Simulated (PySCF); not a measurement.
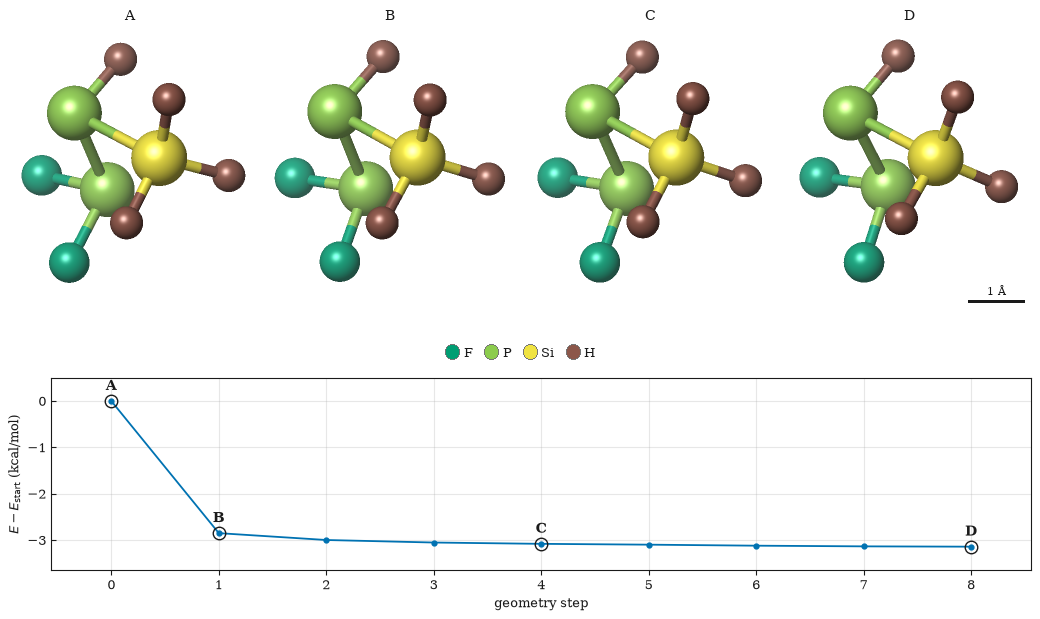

Frames of a relaxation of SiH3PHPF2, marked on the history of the run. Style: ball-and-stick. Shown from a free direction.

The start comes from GFN2-xTB. Its atoms were then displaced at random by about 0.01 Å.

All numbers below come from PySCF, PBE0-D3(BJ)/def2-TZVP geometry optimisation, gas phase. 

What happens along the run?

Answer. An F atom moves most after the best rigid fit: 0.27 Å. By element the largest moves are F 0.27 Å, H 0.25 Å, P 0.11 Å, Si 0.07 Å. Near-neighbour distances that change, for instance: P–P 2.150 → 2.225 Å, H–Si 1.438 → 1.482 Å, H–P 1.388 → 1.424 Å, F–P 1.629 → 1.596 Å. Among the angles between lasting bonds that change: F–P–F 94.8° → 97.8°, P–Si–H 104.8° → 107.5°, Si–P–H 94.8° → 92.5°. The energy falls by 3.14 kcal/mol in 8 geometry steps. Cost: 2 min on 1 thread of Arm Neoverse V1 (shared host). From step 0 to 1: an F atom moves most (0.19 Å), energy −2.85 kcal/mol. From step 1 to 4: an H atom moves most (0.08 Å), energy −0.23 kcal/mol. From step 4 to 8: an H atom moves most (0.14 Å), energy −0.06 kcal/mol.
